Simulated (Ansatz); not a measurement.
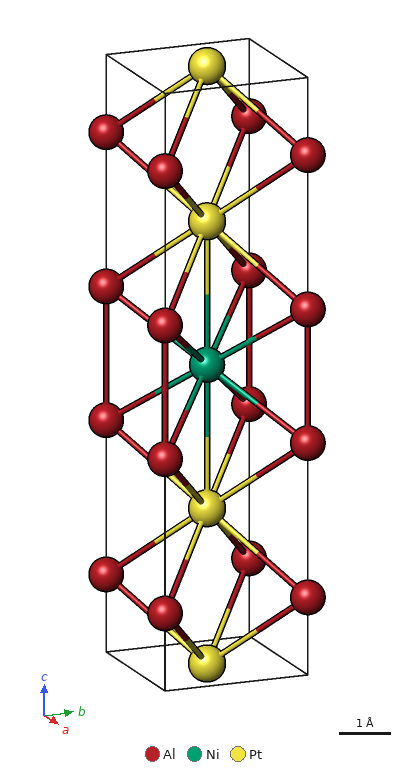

We look at a ball-and-stick model of the crystal slightly off an axis. Lines trace the edges of the simulation cell.

Full input:
```yaml
crystal:
  lattice:
    - [3.0400508644, 0.0, 0.0]
    - [0.0, 3.0400508644, 0.0]
    - [0.0, 0.0, 12.2202839248]
  atoms:
    - { symbol: Al, position: [0.0, 0.0, 0.6118853119] }
    - { symbol: Al, position: [0.0, 0.0, 0.3881146881] }
    - { symbol: Al, position: [0.0, 0.0, 0.1298218513] }
    - { symbol: Al, position: [0.0, 0.0, 0.8701781487] }
    - { symbol: Ni, position: [0.5, 0.5, 0.5] }
    - { symbol: Pt, position: [0.5, 0.5, 0.2598587849] }
    - { symbol: Pt, position: [0.5, 0.5, 0.0] }
    - { symbol: Pt, position: [0.5, 0.5, 0.7401412151] }
basis:
  ecutwfc: 420
kpoints:
  mp_grid: { grid: [12, 12, 4] }
  band_path:
    path:
      - [[0.0, 0.0, 0.0], [0.0, 0.5, 0.0], [0.5, 0.5, 0.0], [0.0, 0.0, 0.0], [0.0, 0.0, 0.5], [0.0, 0.5, 0.5], [0.5, 0.5, 0.5], [0.0, 0.0, 0.5]]
      - [[0.0, 0.5, 0.0], [0.0, 0.5, 0.5]]
      - [[0.5, 0.5, 0.0], [0.5, 0.5, 0.5]]
    npoints: 14
hamiltonian:
  xc: pbe
scf:
  occupations: { method: gaussian, width: 0.1 }
  n_extra_bands: 20
output:
  forces: true
  stress: true
  eigenvalues: true
  populations: true
  dos: { projected: true, de: 0.02, nscf_kmesh: { grid: [15, 15, 5] } }
  bader: true
  write_density: true
  write_potential: true
  elf: true
  volumetric_format: npy
```
Run as:
```sh
ansatz run input.yaml --threads 1 --pin off --max-ram 2560MiB --backend cpu --events-out ev --progress --plain --runs-dir out
```

Method: DFT PBE, scalar-relativistic, plane waves, PAW (Ansatz); plane waves to 420 eV, k-mesh 12×12×4, Gaussian smearing of 0.1 eV, no spin polarisation (a spin-restricted run, not always the ground state).

Q: How are the electrons shared out in a Bader analysis?

A: Al +1.76 to +2.04 e; Ni -1.40 e; Pt -2.08 to -2.04 e.

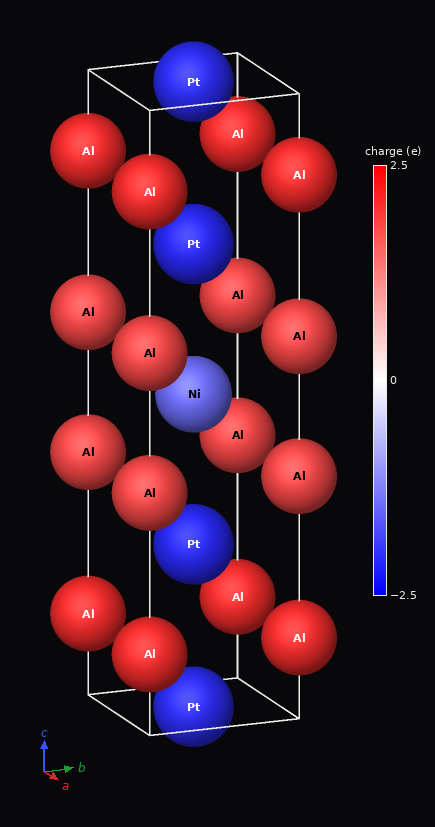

The atoms coloured by those charges.

The starting point was a structure type filled with these elements by a generator (whether the compound takes this form wasn't checked). Earlier steps of the study may have refined or changed the cell and positions. It went into a calculation with Ansatz.
